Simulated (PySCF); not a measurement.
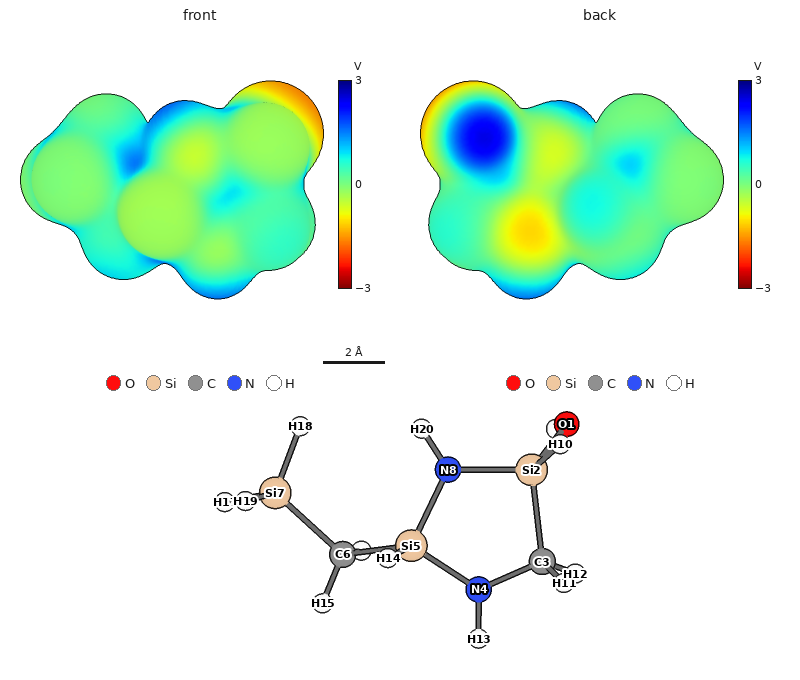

Figure 1: C$_{2}$H$_{12}$N$_{2}$OSi$_{3}$. The electrostatic potential painted on the density surface at 0.002 e/bohr³, seen from the front and from behind; red is negative and blue positive. The bare structure is drawn below in the same view.

Geometry: GFN2-xTB.

The calculation used PBE0/pcSseg-1, SCF density, gas phase, non-relativistic in PySCF.

Input

```
{"job": {"kind": "nmr", "xc": "PBE0", "basis": "pcSseg-1"}, "charge": 0, "multiplicity": 1}
O     -2.975500     0.767257     1.670642
Si    -2.200828     0.871534     0.243886
C     -2.211459    -0.706247    -0.827562
N     -0.843393    -1.176262    -0.945165
Si     0.417377    -0.052032    -0.655238
C      1.879576    -0.859973     0.230994
Si     3.111876     0.388061     0.931709
N     -0.491498     0.997184     0.383547
H     -2.716812     0.112604     2.315411
H     -2.877994     2.008348    -0.364618
H     -2.633336    -0.489550    -1.815779
H     -2.829291    -1.500296    -0.394687
H     -0.733658    -1.941848    -1.591040
H      0.880692     0.705231    -1.837321
H      2.391860    -1.506866    -0.478443
H      1.521965    -1.505360     1.031423
H      4.195589    -0.318726     1.626591
H      2.461973     1.284378     1.892959
H      3.693636     1.189558    -0.148168
H     -0.045925     1.743684     0.883587
```

Launched as:

```sh
OMP_NUM_THREADS=1 python probes_run.py task.json out
```

Question: Describe the electrostatic potential map.

Answer: The most negative region (about −1.5 V, or −35 kcal/mol for a unit charge) lies over O1, the most positive (about +2.3 V, or +53 kcal/mol for a unit charge) over H9. O1 is the likeliest acceptor of a hydrogen bond.

Question: What dipole moment does the calculation give?

Answer: Its dipole moment is 1.80 D.
